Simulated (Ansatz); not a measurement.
A computed series for Mo3Te4: response to strain

Base system: Mo$_{3}$Te$_{4}$ (space group R-3, No. 148).

```
Mo3Te4
1.0
    5.05309     2.91740     3.90901
   -5.05309     2.91740     3.90901
    0.00000    -5.83480     3.90901
Te Mo
8 6
Cartesian
  0.00000   0.00000   3.39215
  0.00000   0.00000   8.33488
  1.32197   2.92196   6.81809
 -1.32197  -2.92196   4.90894
 -3.19147  -0.31612   6.81809
  3.19147   0.31612   4.90894
  1.86951  -2.60583   6.81809
 -1.86951   2.60583   4.90894
  3.51845   3.06658   5.05295
 -3.51845  -3.06658   6.67408
 -4.41496   1.51377   5.05295
  4.41496  -1.51377   6.67408
  0.89651  -4.58036   5.05295
 -0.89651   4.58036   6.67408
```

Cartesian axes are those of the cell as printed.

Strains are applied to the cell and any free atomic positions relax; under biaxial strain the out-of-plane vector relaxes too.

Computed with PBEsol in Ansatz (plane waves to 420 eV, PAW, without spin-orbit coupling).

Notes on the quantities. energy relative to the base: free energy F.

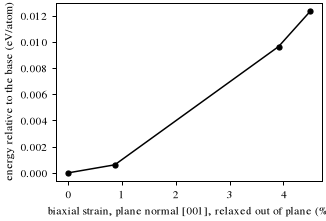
*Energy relative to the base against biaxial strain, plane normal [001], relaxed out of plane*

Q: From the plot, what is the energy relative to the base for biaxial strain +3.91 %, plane normal [001], relaxed out of plane?

A: About 0.010 eV/atom.

Q: Is the trend monotonic over the range shown?

A: Yes, it rises throughout, spanning 0 meV/atom to +12 meV/atom.

Stability against distortions was not tested. All final runs are without spin polarisation.

Ansatz is an electronic-structure program.
